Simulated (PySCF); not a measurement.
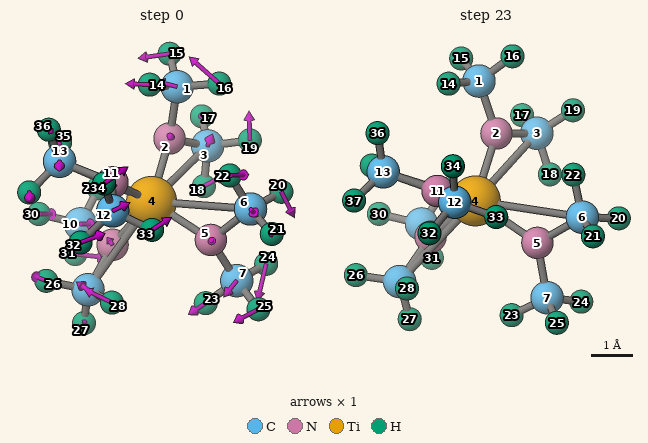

The structure of C8H24N4Ti before (left) and after (right) a relaxation, at one scale. The purple arrows give the displacements, at their true length.

A ball-and-stick model, seen from a free direction.

The start comes from GFN2-xTB. Its atoms were then displaced at random by about 0.01 Å.

Theory: PBE0-D3(BJ)/def2-SVP geometry optimisation, gas phase in PySCF 2.14.0, density-fitted response routines. 

Question: Summarise the run.

Answer: After 23 geometry steps the energy has fallen by 70.4 kJ/mol. The largest move after the best rigid fit is that of an H atom, 1.03 Å. By element the largest moves are H 1.03 Å, C 0.58 Å, N 0.26 Å, Ti 0.03 Å. Some distances before and after: C–Ti 2.767 → 2.866 Å, N–Ti 1.824 → 1.898 Å, C–Ti 2.816 → 2.862 Å, C–N 1.474 → 1.434 Å. Among the angles between lasting bonds that change: Ti–C–H 107.0° → 125.1°, Ti–C–H 108.0° → 125.2°, Ti–C–H 141.7° → 125.2°. The run took 31 min on 2 threads of Intel(R) Xeon(R) Platinum 8175M CPU @ 2.50GHz (shared host).
